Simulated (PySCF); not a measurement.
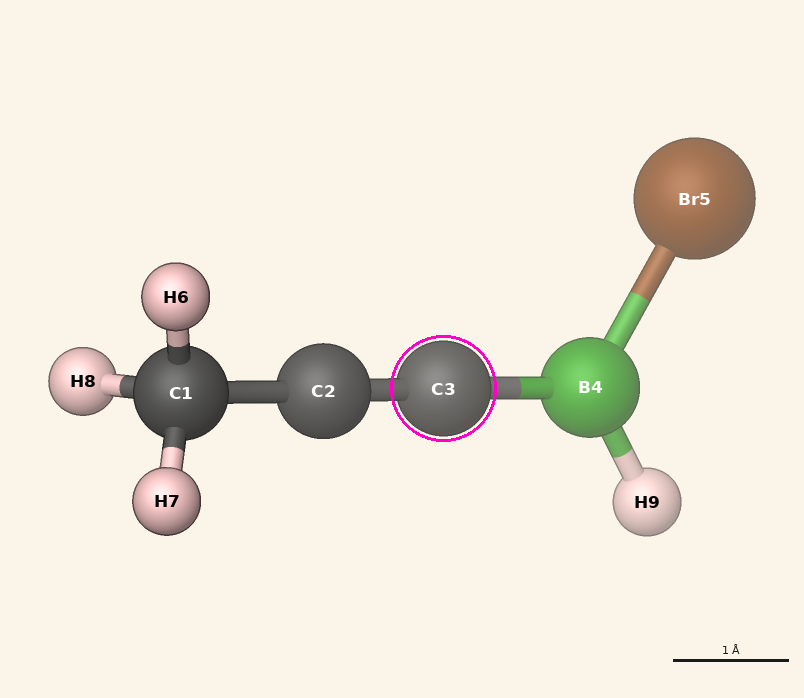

Orthographic view. Distant atoms are faded towards the background colour. Computed geometry: PBE0-D3(BJ)/def2-SVP optimisation. No frequency run is at hand to confirm it as a minimum.

Q: Name the neighbours of the circled atom.

A: The circled atom is C3; it is bonded to C2, B4.

Q: What is the shortest path along bonds from the circled atom to H8?

A: C3–C2–C1–H8, 3 bonds; through space the two are 3.22 Å apart.

Q: Of C1 and H8, which is nearer the viewer?

A: C1; the bond to H8 points away from the viewer, so it looks shorter than its 1.10 Å.

Q: Which two atoms are farthest apart in space?

A: Br5 and H7, 6.12 Å.
